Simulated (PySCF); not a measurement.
**Co⁺: dipole response in aug-cc-pwCVTZ**

Aim: the static polarisability and the C₆ coefficient of Co⁺, method by method.

Method: unrestricted determinants in a Gaussian basis, no spin-orbit coupling in the energies. Code: PySCF 2.14.0.

## (1) Starting point

| Quantity | Value |
| --- | --- |
| Element | cobalt (Z = 27) |
| Basis | aug-cc-pwCVTZ (10s9p7d4f3g, 127 functions) |
| Hamiltonian | no relativity, point nucleus |
| State 1 | Co⁺: [Ar] 3d8, high-spin 3F determinant |
| Methods | PBE0 |

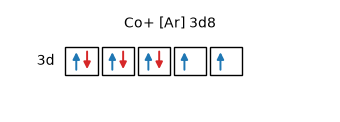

The shells outside the core, filled by Hund's rule for the drawing.

One driver process ran all states and methods and kept the integrals in memory. Each run is shown as a PySCF script that sums up its settings (the driver passes frozen orbitals as a list and adds second-order terms of double hybrids); the logs are those of the runs themselves. The driver starts from symmetry-adapted Hartree-Fock orbitals, holds the occupation by maximum overlap and uses a logarithmic radial grid for functionals, so a plain start would take other cycles.

The integrals over 127 functions and the set-up took 2.6 s of CPU time.

## (2) Co⁺: PBE0

#### PBE0

Input file input.py:

```python
from pyscf import gto, scf, dft, mp, cc
import basis_set_exchange as bse
mol = gto.M(atom="Co 0 0 0", charge=1, spin=2, symmetry="D2h",
            basis=gto.basis.parse(bse.get_basis("aug-cc-pwCVTZ", elements=["Co"], fmt="nwchem")))
mf = dft.UKS(mol, xc="PBE0")
mf.irrep_nelec = {'Ag': (5, 3), 'B1g': (1, 1), 'B2g': (1, 1), 'B3g': (1, 1), 'B1u': (2, 2), 'B2u': (2, 2), 'B3u': (2, 2)}
mf.kernel()
```

The program printed:

```text
damping factor = 0
level_shift factor = 0
DIIS = <class 'pyscf.scf.diis.CDIIS'>
diis_start_cycle = 1
diis_space = 10
diis_damp = 0
SCF conv_tol = 1e-09
SCF conv_tol_grad = None
number electrons alpha = 14  beta = 12
XC functionals = PBE0
    C. Adamo and V. Barone.,  J. Chem. Phys. 110, 6158 (1999)
    M. Ernzerhof and G. E. Scuseria.,  J. Chem. Phys. 110, 5029 (1999)
cycle= 1 E= -1382.24577363666  delta_E= -0.0112  |g|= 0.12  |ddm|= 0.327
cycle= 2 E= -1382.23783136265  delta_E= 0.00794  |g|= 0.27  |ddm|= 0.175
cycle= 3 E= -1382.24871605727  delta_E= -0.0109  |g|= 0.0263  |ddm|= 0.128
cycle= 4 E= -1382.24884621309  delta_E= -0.00013  |g|= 0.000858  |ddm|= 0.0114
cycle= 5 E= -1382.24884677481  delta_E= -5.62e-07  |g|= 0.000288  |ddm|= 0.00112
cycle= 6 E= -1382.24884682029  delta_E= -4.55e-08  |g|= 2.6e-05  |ddm|= 0.000373
cycle= 7 E= -1382.24884682051  delta_E= -2.16e-10  |g|= 7.86e-07  |ddm|= 2.72e-05
converged SCF energy = -1382.24884682051  <S^2> = 2.002309  2S+1 = 3.001539
```

It used 67 s of CPU time after the integrals (shared host).

The occupied shells:

| shell | electrons | mean orbital energy (eV) | spread (eV) | rms radius (bohr) |
| --- | --- | --- | --- | --- |
| 1s β | 1 | -7565.4 | 0 | 0.0659 |
| 1s α | 1 | -7565.4 | 0 | 0.0659 |
| 2s α | 1 | -902.03 | 0 | 0.281 |
| 2s β | 1 | -900.85 | 0 | 0.281 |
| 2p α | 3 | -782.46 | 0 | 0.250 |
| 2p β | 3 | -781.49 | 0 | 0.250 |
| 3s α | 1 | -109.88 | 0 | 0.847 |
| 3s β | 1 | -107.06 | 0 | 0.847 |
| 3p α | 3 | -73.822 | 0 | 0.902 |
| 3p β | 3 | -70.772 | 0 | 0.902 |
| 3d α | 5 | -15.153 | 1.183 | 1.30 |
| 3d β | 3 | -13.521 | 0 | 1.30 |

⟨S²⟩ = 2.002, ⟨L²⟩ = 12.02.

The driver then solved the coupled dipole response at imaginary frequencies: mean α = 8.229 bohr³, C₆ = 27.61 au for a like pair.

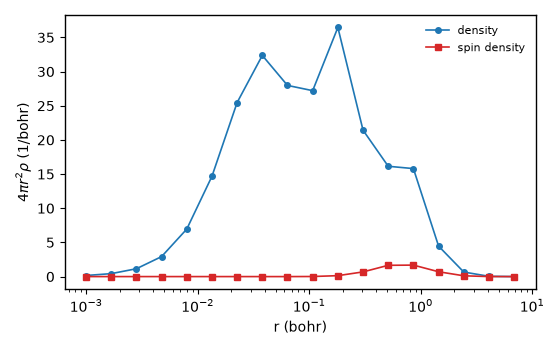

Radial density 4πr²ρ of Co⁺ at PBE0, at 18 stored radii joined by straight lines.

## (3) The response side by side

Co⁺, in atomic units:

| method | mean α | C₆ (like pair) | S(−4) |
| --- | --- | --- | --- |
| PBE0 | 8.229 | 27.61 | 74.58 |

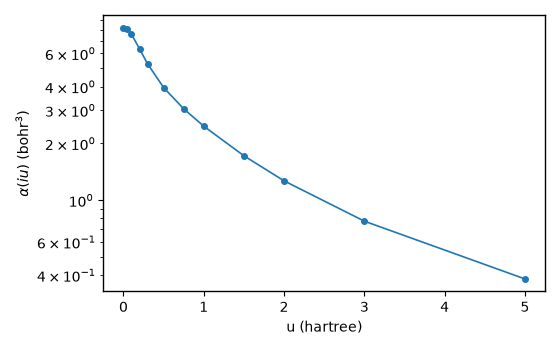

α(iu) of Co⁺, the polarisability at imaginary frequency, on a logarithmic scale.

## (4) Outcome

| quantity | value |
| --- | --- |
| α of Co⁺ | 8.229 (PBE0) bohr³ |

A single London oscillator with the computed α and C₆ of Co⁺ at PBE0 would have ω = 4 C₆ / (3 α²) = 0.544 hartree. The basis is finite, and no extrapolation was made.
